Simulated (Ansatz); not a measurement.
# How fast states decay through Li3SbTe4, part 2 of 3

A new crystal, Li3SbTe4: structure, gap and complex bands. It is built by putting Te for S in the Li3SbS4 structure of space group I-42m, with the volume rescaled by atomic radii. The parent structure comes from the Materials Project.

Ansatz 0.2.0; PBE DFT, plane waves, PAW files (the session's first sound run).

So far. Step 2 (Cell and atoms at rest): The largest force component on a free atom ends at 0.0047 eV/Å.

The structure was built from a prototype and need not be the compound's stable phase.

## 3. The bulk crystal and its band edges

The energy window and the wavevectors of the next steps follow from the band edges, so these are searched first, off the mesh as well.

Contents of input.yaml:

```yaml
crystal:
  lattice:
    - [-3.2684060714, 3.2684060714, 6.1342530168]
    - [3.2684060714, -3.2684060714, 6.1342530168]
    - [3.2684060714, 3.2684060714, -6.1342530168]
  atoms:
    - { symbol: Li, position: [0.5, 0.5, 0.0] }
    - { symbol: Li, position: [0.75, 0.25, 0.5] }
    - { symbol: Li, position: [0.25, 0.75, 0.5] }
    - { symbol: Sb, position: [0.0, 0.0, 0.0] }
    - { symbol: Te, position: [0.6245823383, 0.1112127909, 0.0] }
    - { symbol: Te, position: [0.1112127909, 0.6245823383, 0.0] }
    - { symbol: Te, position: [0.3754176617, 0.3754176617, 0.4866304527] }
    - { symbol: Te, position: [0.8887872091, 0.8887872091, 0.5133695473] }
kpoints:
  mp_grid: { grid: [6, 6, 6] }
  band_path: { path: [VBM, CBM], npoints: 30 }
scf:
  occupations: { method: fixed }
hamiltonian:
  xc: pbe
output:
  eigenvalues: true
  write_potential: true
  write_density: true
  volumetric_format: npy
  elf: true
```

The run is started by

```sh
> ansatz run input.yaml --threads 2 --pin off --max-ram 4096MiB --backend cpu --events-out ev --progress --plain --runs-dir out
```

Numbers of over 12 decimals in the logs are rounded to 6 here.

The program printed:

```text
[...]
Crystal: 8 atoms, lattice volume = 262.116 Å³
Basis set: ecut = 420 eV, 5077 PW (Γ)
Bands: 53, of which v1, the nominal top of the filled ones, is band 44 counted from 1 (43 counted from 0)
Symmetry: 8 space group operations
[...]
k-points: 30 of 216 (time reversal used)
[...]
SCF iter   1: F=—  HF=-35022.578235 eV  |F-HF|=—  |Δ(HF+E_count)|=         —  Δρ=1.17e-3  dr2=4.07e-3  ethr=1.77e-3  ⟨swp⟩=5.0  Hψ=5129  notcnv=0  defer=191
[...]
SCF iter   7: F=-35022.576528 eV  HF=-35022.576528 eV  |F-HF|=8.16e-9  |Δ(HF+E_count)|=   4.90e-8  Δρ=3.81e-6  dr2=3.96e-8  ethr=1.14e-10  ⟨swp⟩=15.2  Hψ=7936  notcnv=0
SCF 1 converged in 7 iterations: F = -35022.576528 eV  dr2 = 3.96e-8
[...]
NSCF: frozen V_eff on 30 k-points
[...]
SCF converged after 7 iterations
Free energy (F): -35022.576528 eV
[...]
Internal energy: -35022.576528 eV  (E = F + TS)
E sigma→0 (E₀):  -35022.576528 eV
Fermi energy:    4.127305 eV
[...]
--- Band table (eV; the first three rows and the last of 30) ---
  k-point 0: bands = [... 40 lower, 3.0708, 4.1045, 4.1045, 4.1273, 5.0505, 6.1107, 7.2038, 7.2038, ... 5 higher]
  k-point 1: bands = [... 40 lower, 3.3711, 3.4715, 3.8295, 4.0639, 5.2820, 6.5435, 7.1723, 7.2000, ... 5 higher]
  k-point 2: bands = [... 40 lower, 3.3660, 3.3842, 3.7429, 3.9943, 5.1619, 6.9404, 7.1818, 7.2034, ... 5 higher]
  k-point 29: bands = [... 40 lower, 3.3497, 3.3890, 3.5336, 3.5336, 4.8510, 6.4955, 6.4955, 6.6942, ... 5 higher]
```

Elapsed: 48 s, on 2 threads of AMD EPYC 9R14 (Zen 4), shared host; peak memory 0.78 GiB.

The column dr2 measures how far the density is from self-consistency, as an energy; F and HF (Harris–Foulkes) agree once it is small.

Numbers from this step:

| Property | Result |
| --- | --- |
| Fermi energy | 4.127 eV |
| gap on the k-mesh | 0.7237 eV |
| gap on path | 0.7237 eV, by band count; negative where bands overlap |
| direct gap on path | 0.9232 eV |
| edge places on path | 0, 1.453 1/A along the path |

Electronic bands along the path, in eV, zero at the Fermi level (highest filled level under fixed occupations); v1 is the highest filled band, c1 the lowest empty one:

| point | v4 | v3 | v2 | v1 | c1 | c2 | c3 | c4 |
| --- | --- | --- | --- | --- | --- | --- | --- | --- |
| VBM | -1.06 | -0.02 | -0.02 | 0.00 | 0.92 | 1.98 | 3.08 | 3.08 |
| CBM | -0.78 | -0.74 | -0.59 | -0.59 | 0.72 | 2.37 | 2.37 | 2.57 |

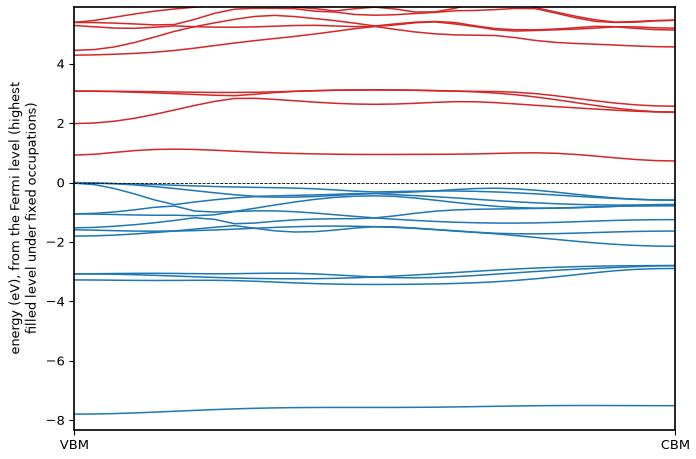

Electronic bands along the path; lines of filled and empty bands in two colours.

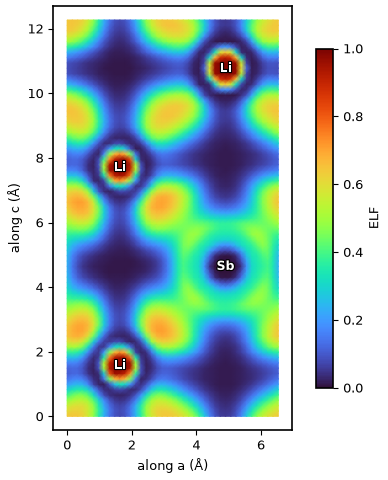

ELF in the ac plane of the conventional cell at fractional y = 0.000, with atoms of Li and Sb within 0.2 Å of it. It is the smooth field of the valence electrons, not physical close to the nuclei. The map starts off the cell's origin, so that atoms lie inside it.

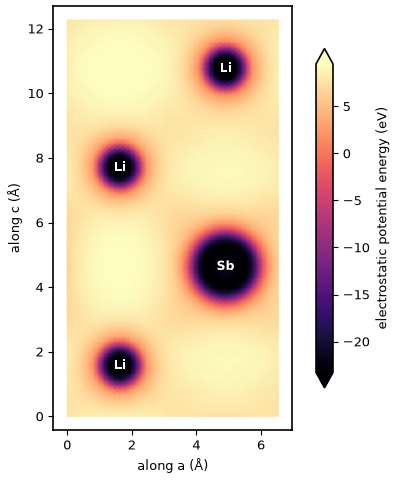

Electrostatic potential energy in the ac plane of the conventional cell at fractional y = 0.000, with atoms of Li and Sb within 0.2 Å of it. With pseudopotentials it is smooth inside the atoms' cores, unlike the true potential. The map starts off the cell's origin, so that atoms lie inside it.

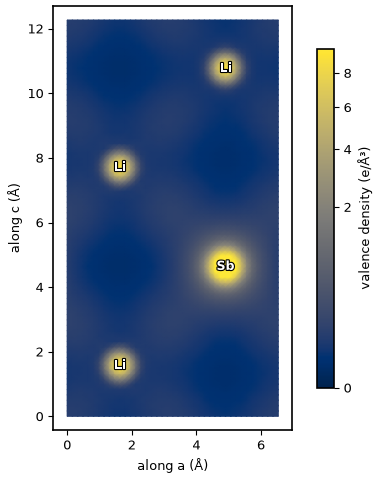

Valence density in the ac plane of the conventional cell at fractional y = 0.000, with atoms of Li and Sb within 0.2 Å of it. It is the smooth field of the valence electrons, not physical close to the nuclei. The map starts off the cell's origin, so that atoms lie inside it. The colour scale is stretched toward low values.

The searched edges give 0.724 eV, as on the mesh.

## 4. Complex bands

This step: PBE DFT, plane waves, PAW files; complex bands by layer matching along the plane's normal (Ansatz 0.2.0).

The same crystal is laid in a cell whose first two vectors span the (001) plane (indices of the standard conventional cell, whose axes can be ordered otherwise than in the bulk input). At fixed energy and wavevector in the plane the solver finds all kz, real and complex. A few wavevectors are listed, (0, 0) and (0.5, 0) in units of the plane's reciprocal vectors; the slowest state needn't be among them.

Contents of input.yaml:

```yaml
crystal:
  lattice:
    - [6.536812143, 0.0, 0.0]
    - [0.0, 6.536812143, 0.0]
    - [3.268406071, 3.268406071, 6.134253017]
  atoms:
    - { symbol: Li, position: [0.5, 0.5, 0.0] }
    - { symbol: Li, position: [0.75, 0.25, 0.5] }
    - { symbol: Li, position: [0.25, 0.75, 0.5] }
    - { symbol: Sb, position: [0.0, 0.0, 0.0] }
    - { symbol: Te, position: [0.3754176617, 0.8887872091, 0.7357951292] }
    - { symbol: Te, position: [0.8887872091, 0.3754176617, 0.7357951292] }
    - { symbol: Te, position: [0.1112127909, 0.1112127909, 0.2642048708] }
    - { symbol: Te, position: [0.6245823383, 0.6245823383, 0.2642048708] }
kpoints:
  mp_grid: { grid: [4, 4, 4] }
scf:
  occupations: { method: fixed }
hamiltonian:
  xc: pbe
output:
  eigenvalues: true
  transmission:
    leads: [[0, 0]]
    kpoints: [[0.0, 0.0], [0.5, 0.0]]
    e_range: [-1.0, 1.72]
    de: 0.05
```

The program printed:

```text
[...]
Crystal: 8 atoms, lattice volume = 262.116 Å³
Basis set: ecut = 420 eV, 5077 PW (Γ)
Bands: 53, of which v1, the nominal top of the filled ones, is band 44 counted from 1 (43 counted from 0)
Symmetry: 8 space group operations
[...]
k-points: 13 of 64 (time reversal used)
[...]
SCF iter   1: F=—  HF=-35022.576734 eV  |F-HF|=—  |Δ(HF+E_count)|=         —  Δρ=1.18e-3  dr2=4.11e-3  ethr=1.77e-3  ⟨swp⟩=5.1  Hψ=2222  notcnv=0  defer=83
[...]
SCF iter   7: F=-35022.575038 eV  HF=-35022.575038 eV  |F-HF|=8.25e-9  |Δ(HF+E_count)|=   3.93e-8  Δρ=3.82e-6  dr2=3.94e-8  ethr=1.14e-10  ⟨swp⟩=15.1  Hψ=3462  notcnv=0
SCF 1 converged in 7 iterations: F = -35022.575038 eV  dr2 = 3.94e-8
[...]
transmission: 8 of 16 steps passed
transmission: 16 of 16 steps passed
SCF converged after 7 iterations
Free energy (F): -35022.575038 eV
[...]
Internal energy: -35022.575038 eV  (E = F + TS)
E sigma→0 (E₀):  -35022.575038 eV
Fermi energy:    4.127726 eV
[...]
--- Band table (eV; the first three rows and the last of 13) ---
  k-point 0: bands = [... 40 lower, 3.0712, 4.1047, 4.1047, 4.1277, 5.0506, 6.1109, 7.2039, 7.2039, ... 5 higher]
  k-point 1: bands = [... 40 lower, 3.1989, 3.3995, 3.8170, 3.8170, 5.1199, 6.3547, 6.9173, 6.9173, ... 5 higher]
  k-point 2: bands = [... 40 lower, 3.3500, 3.3894, 3.5340, 3.5340, 4.8512, 6.4958, 6.4958, 6.6942, ... 5 higher]
  k-point 12: bands = [... 40 lower, 3.6786, 3.7587, 3.7587, 3.8084, 5.0711, 6.7602, 7.2455, 7.2455, ... 5 higher]
--- Transmission ---
  basis      : 373 plane waves across, 8 finite elements along
  points     : 2, as listed
  energies   : 55 from -1.000000 to 1.700000 eV about the Fermi level, 0.050000 eV apart; the leads are filled to 0.361749 eV, and channels, transmission and decay are at 0.350000 eV
  crystal 0  : Te4Li3Sb1, at the sites [0, 0], period 6.1343 Å: whole cells are its period
    offset         : up to 0.0000 Å between an atom of the period and one for which it stands
    channels       : 0.000000e0 a spin
    conductance    : none, the energies end too early or step too widely for 300 K: set another output.transmission.e_range or a lower de, or, where they end at an eighth of basis.ecutwfc, a higher one
    slowest decay  : 0.1097 /Å at (0.0000, 0.0000)
```

Wall time 69 s (2 threads); peak memory 1.6 GiB.

Numbers from this step:

| Property | Result |
| --- | --- |
| free energy | -35022.5750 eV |
| Fermi energy | 4.128 eV |
| gap on the k-mesh | 0.7235 eV |
| level to which the leads are filled | 0.3617 eV from the Fermi level |
| decay constant at the filling level, zone centre | 0.1097 Å⁻¹ |
| decay constant at the filling level, slowest listed point | 0.1097 Å⁻¹ |

K parallel (0, 0); values up to 1.5 1/Å, a degenerate pair printed once or twice; energies at which all values exceed this have no row. Table of Im kz of the slowest decaying states by energy, zero at the highest filled level on the SCF mesh:

| energy (eV) | decay 1 (Å⁻¹) | decay 2 (Å⁻¹) | decay 3 (Å⁻¹) | decay 4 (Å⁻¹) |
| --- | --- | --- | --- | --- |
| -1.0000 | 0.241 | 0.286 | 0.591 | 1.43 |
| -0.7500 | 0.0934 | 0.158 | 0.158 | 0.303 |
| -0.5000 | 0.210 | 0.245 | 0.303 | 0.564 |
| -0.2500 | 0.286 | 0.292 | 0.297 | 0.546 |
| 0.0000 | 0.00123 | 0.0638 | 0.269 | 0.321 |
| 0.2500 | 0.0987 | 0.203 | 0.233 | 0.332 |
| 0.5000 | 0.117 | 0.173 | 0.263 | 0.333 |
| 0.7500 | 0.101 | 0.300 | 0.328 | 0.409 |
| 1.0000 | 0.316 | 0.324 | 0.421 | 0.423 |
| 1.2500 | 0.140 | 0.298 | 0.339 | 0.387 |
| 1.5000 | 0.180 | 0.274 | 0.344 | 0.347 |

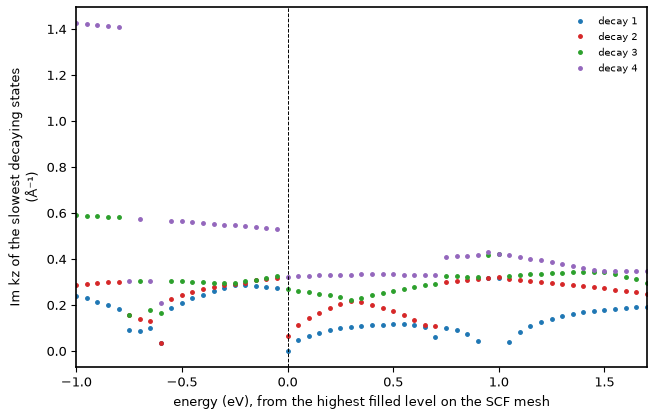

Im kz of the slowest decaying states, plotted against energy.

K parallel (0, 0). The Re kz of states that move upwards by energy, zero at the highest filled level on the SCF mesh:

| energy (eV) | channel 1 (Å⁻¹) | channel 2 (Å⁻¹) | channel 3 (Å⁻¹) | channel 4 (Å⁻¹) |
| --- | --- | --- | --- | --- |
| -1.0000 | -0.339 | 0.163 | 0.163 | 0.265 |
| -0.7500 | -0.262 | 0.463 | - | - |
| -0.5000 | -0.376 | -0.376 | -0.194 | - |
| -0.2500 | -0.221 | -0.221 | -0.125 | - |
| 0.0000 | - | - | - | - |
| 0.2500 | - | - | - | - |
| 0.5000 | - | - | - | - |
| 0.7500 | -0.446 | - | - | - |
| 1.0000 | -0.248 | 0.106 | - | - |
| 1.2500 | - | - | - | - |

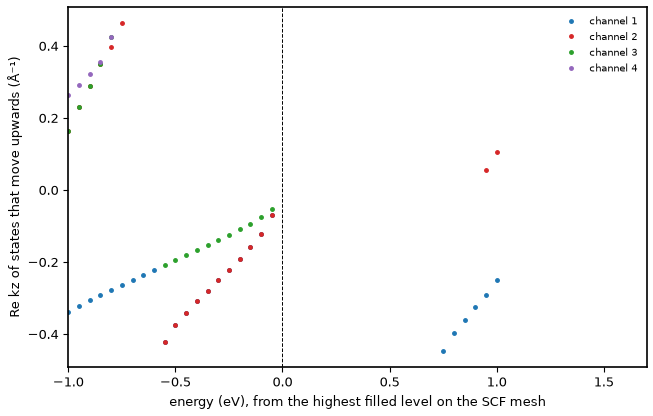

Re kz of states that move upwards, plotted against energy.

K parallel (0.5, 0); values up to 1.5 1/Å, a degenerate pair printed once or twice; energies at which all values exceed this have no row. Table of Im kz of the slowest decaying states by energy, zero at the highest filled level on the SCF mesh:

| energy (eV) | decay 1 (Å⁻¹) | decay 2 (Å⁻¹) | decay 3 (Å⁻¹) | decay 4 (Å⁻¹) |
| --- | --- | --- | --- | --- |
| -1.0000 | 0.103 | 0.107 | 0.807 | 1.16 |
| -0.7500 | 0.0825 | 0.762 | 1.13 | 1.48 |
| -0.5000 | 0.0720 | 0.141 | 0.716 | 1.10 |
| -0.2500 | 0.204 | 0.671 | 1.07 | 1.44 |
| 0.0000 | 0.220 | 0.267 | 0.628 | 1.04 |
| 0.2500 | 0.298 | 0.302 | 0.589 | 1.01 |
| 0.5000 | 0.286 | 0.349 | 0.554 | 0.977 |
| 0.7500 | 0.249 | 0.388 | 0.521 | 0.945 |
| 1.0000 | 0.194 | 0.412 | 0.487 | 0.910 |
| 1.2500 | 0.430 | 0.446 | 0.875 | 1.32 |
| 1.5000 | 0.198 | 0.414 | 0.435 | 0.838 |

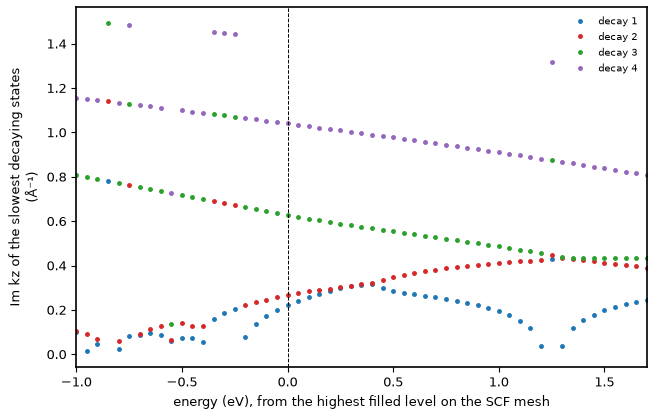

Im kz of the slowest decaying states, plotted against energy.

At the listed wavevectors the last open channel is at -0.05 eV and the next at +0.75 eV on the grid. At +0.35 eV, the grid energy nearest the filling level (the middle of the gap on the SCF mesh), the slowest state at the listed wavevectors decays with κ = 0.110 Å⁻¹, its amplitude falling by e over 9.1 Å. Through 1 nm of this crystal that state's transmission falls by exp(−2 × 0.110 Å⁻¹ × 10 Å) = 0.11.

## 5. Band edges at another level

This step: LDA DFT, plane waves, PAW files (Ansatz 0.2.0).

The edges again with LDA, at the same atoms.

Contents of input.yaml:

```yaml
crystal:
  lattice:
    - [-3.2684060714, 3.2684060714, 6.1342530168]
    - [3.2684060714, -3.2684060714, 6.1342530168]
    - [3.2684060714, 3.2684060714, -6.1342530168]
  atoms:
    - { symbol: Li, position: [0.5, 0.5, 0.0] }
    - { symbol: Li, position: [0.75, 0.25, 0.5] }
    - { symbol: Li, position: [0.25, 0.75, 0.5] }
    - { symbol: Sb, position: [0.0, 0.0, 0.0] }
    - { symbol: Te, position: [0.6245823383, 0.1112127909, 0.0] }
    - { symbol: Te, position: [0.1112127909, 0.6245823383, 0.0] }
    - { symbol: Te, position: [0.3754176617, 0.3754176617, 0.4866304527] }
    - { symbol: Te, position: [0.8887872091, 0.8887872091, 0.5133695473] }
kpoints:
  mp_grid: { grid: [6, 6, 6] }
  band_path: { path: [VBM, CBM], npoints: 30 }
scf:
  occupations: { method: fixed }
hamiltonian:
  xc: lda
output:
  eigenvalues: true
```

The program printed:

```text
[...]
Crystal: 8 atoms, lattice volume = 262.116 Å³
Basis set: ecut = 420 eV, 5077 PW (Γ)
Bands: 53, of which v1, the nominal top of the filled ones, is band 44 counted from 1 (43 counted from 0)
Symmetry: 8 space group operations
[...]
k-points: 30 of 216 (time reversal used)
[...]
SCF iter   1: F=—  HF=-34253.223567 eV  |F-HF|=—  |Δ(HF+E_count)|=         —  Δρ=4.47e-3  dr2=2.26e-2  ethr=1.77e-3  ⟨swp⟩=5.0  Hψ=5123  notcnv=0  defer=190
[...]
SCF iter   7: F=-34253.204010 eV  HF=-34253.204010 eV  |F-HF|=6.01e-9  |Δ(HF+E_count)|=   1.05e-8  Δρ=2.02e-6  dr2=2.33e-8  ethr=1.14e-10  ⟨swp⟩=14.9  Hψ=7863  notcnv=0
SCF 1 converged in 7 iterations: F = -34253.204010 eV  dr2 = 2.33e-8
[...]
SCF converged after 7 iterations
Free energy (F): -34253.204010 eV
[...]
Internal energy: -34253.204010 eV  (E = F + TS)
E sigma→0 (E₀):  -34253.204010 eV
Fermi energy:    3.860591 eV
[...]
--- Band table (eV; the first three rows and the last of 30) ---
  k-point 0: bands = [... 40 lower, 2.7894, 3.8424, 3.8424, 3.8606, 4.6712, 5.7355, 6.8605, 6.8605, ... 5 higher]
  k-point 1: bands = [... 40 lower, 3.0948, 3.1849, 3.5550, 3.8019, 4.9228, 6.1785, 6.8199, 6.8580, ... 5 higher]
  k-point 2: bands = [... 40 lower, 3.0844, 3.1148, 3.4741, 3.7319, 4.8042, 6.5836, 6.8386, 6.8633, ... 5 higher]
  k-point 29: bands = [... 40 lower, 3.0762, 3.1135, 3.2620, 3.2620, 4.4870, 6.1136, 6.1136, 6.3270, ... 5 higher]
```

Run time: 44 s. Hardware: 2 threads; peak memory 0.7 GiB.

Numbers from this step:

| Item | Value |
| --- | --- |
| free energy | -34253.2040 eV |
| Fermi energy | 3.861 eV |
| gap on the k-mesh | 0.6265 eV |
| gap on path | 0.6265 eV, by band count; negative where bands overlap |
| direct gap on path | 0.8106 eV |

The electronic bands at the labelled points (eV, zero at the Fermi level (highest filled level under fixed occupations); v1 is the highest filled band, c1 the lowest empty one):

| point | v4 | v3 | v2 | v1 | c1 | c2 | c3 | c4 |
| --- | --- | --- | --- | --- | --- | --- | --- | --- |
| VBM | -1.07 | -0.02 | -0.02 | 0.00 | 0.81 | 1.88 | 3.00 | 3.00 |
| CBM | -0.78 | -0.75 | -0.60 | -0.60 | 0.63 | 2.25 | 2.25 | 2.47 |

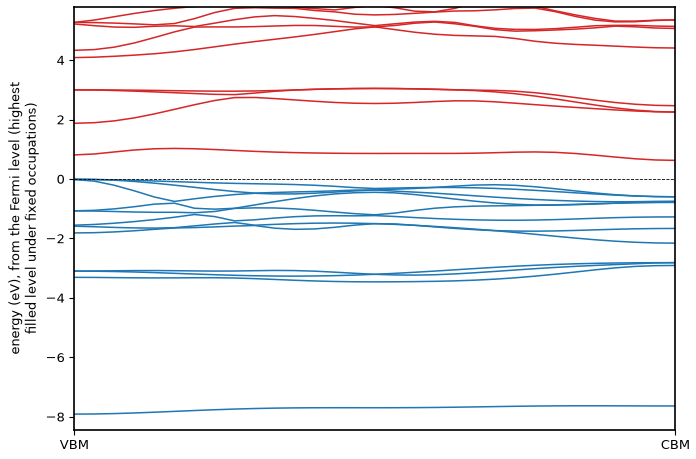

Electronic bands along the path; lines of filled and empty bands in two colours.

The searched edges give 0.626 eV, as on the mesh.

For the gap on the k-mesh, step 3 gave 0.724 eV; this run, with LDA, gives 0.626 eV.

[end of part 2 of 3]

[Logs are printed without paths, hosts, clocks, repeated set-up lines and the standing remarks that a program may print on its own settings, such as how far it seeks lower states.]

[Hosts, paths, dates, database ids (printed as entryN), source tags and the programs' standing remarks are cut or masked in the printed files.]

[New means built here by substitution; the compound itself may be known and measured.]
